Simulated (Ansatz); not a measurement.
```json
{"atom": "Si", "x (Å)": "-1.9099", "y (Å)": "0.3706", "z (Å)": "-0.7320"}
{"atom": "C", "x (Å)": "-0.1276", "y (Å)": "0.4882", "z (Å)": "-0.6983"}
{"atom": "Si", "x (Å)": "1.0528", "y (Å)": "0.4635", "z (Å)": "-2.0831"}
{"atom": "H", "x (Å)": "-2.1148", "y (Å)": "0.2440", "z (Å)": "-2.2771"}
{"atom": "H", "x (Å)": "0.3332", "y (Å)": "0.5912", "z (Å)": "0.3003"}
{"atom": "H", "x (Å)": "0.3951", "y (Å)": "0.3213", "z (Å)": "-3.4269"}
{"atom": "H", "x (Å)": "2.1008", "y (Å)": "-0.6438", "z (Å)": "-2.0565"}
{"atom": "H", "x (Å)": "1.9491", "y (Å)": "1.6886", "z (Å)": "-2.2279"}
```

These are results of RKS B3LYP-D4/def2-SVP (Ansatz 0.2.0), not measurements.

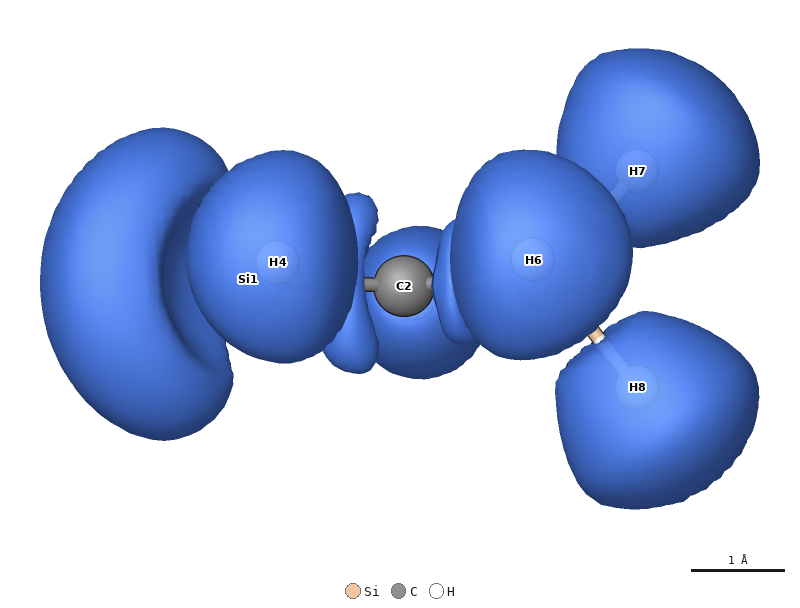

CH$_{5}$Si$_{2}$ (SMILES [SiH-]=C[SiH3]) (charge −1). Isosurface of the ELF at 0.85 (blue), seen from one side. Only the valence region is drawn (cores and ρ < 0.01 e/Å³ removed).

Q: Identify the bonds, lone pairs and shells in this picture.

A: The surface consists of two regions between bonded C–Si atoms (shared pairs), five regions around hydrogen nuclei and one lobe on Si, pointing away from the bonds (lone pairs). Profiles from the grid: C–Si (1.79 Å): the ELF peaks at about 0.95 between the atoms: a covalent bond. C–H (1.10 Å): the ELF climbs to about 1 towards the hydrogen, as it does in any bond to H; a covalent bond by its length.
